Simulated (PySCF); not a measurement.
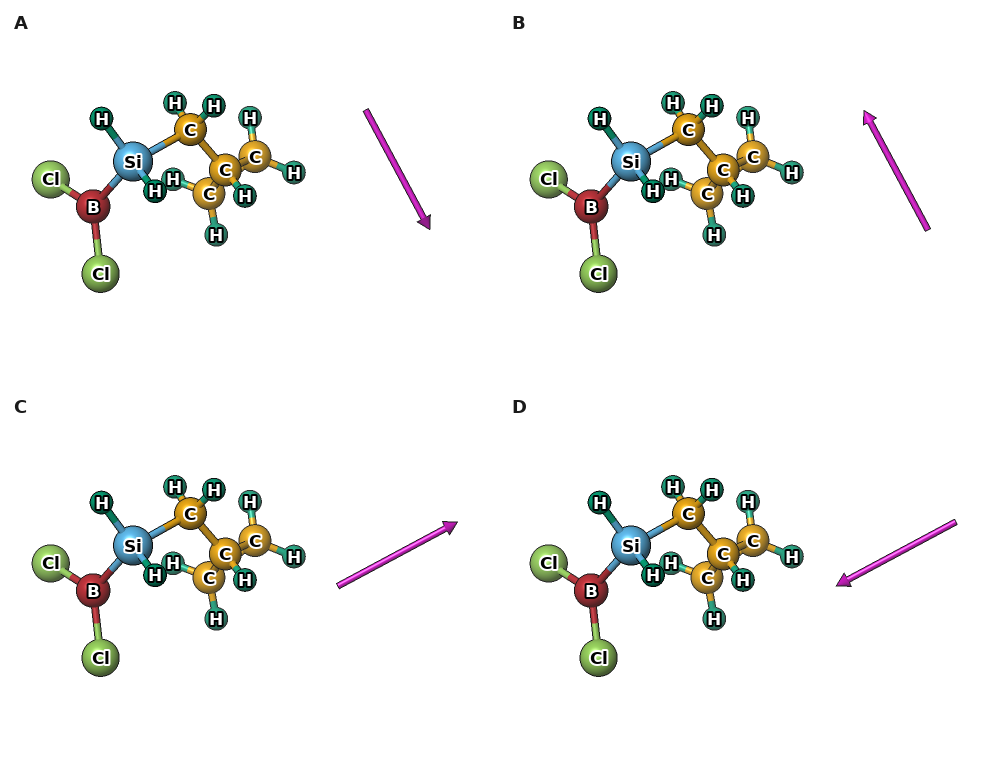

The same molecule four times, each with an arrow. The computed structure is the end point of a GFN2-xTB optimisation. No frequency run is at hand to confirm it as a minimum. Properties computed with PBE0/pcSseg-1, gas phase (PySCF 2.14.0).

> Which arrow points along the dipole moment, from the negative to the positive end?

C. The dipole moment is 1.06 D.

The geometry is semi-empirical. Around B, Si such bond lengths and angles can be off by a tenth of an ångström or more and by several degrees, and values that hang on the shape move with them.
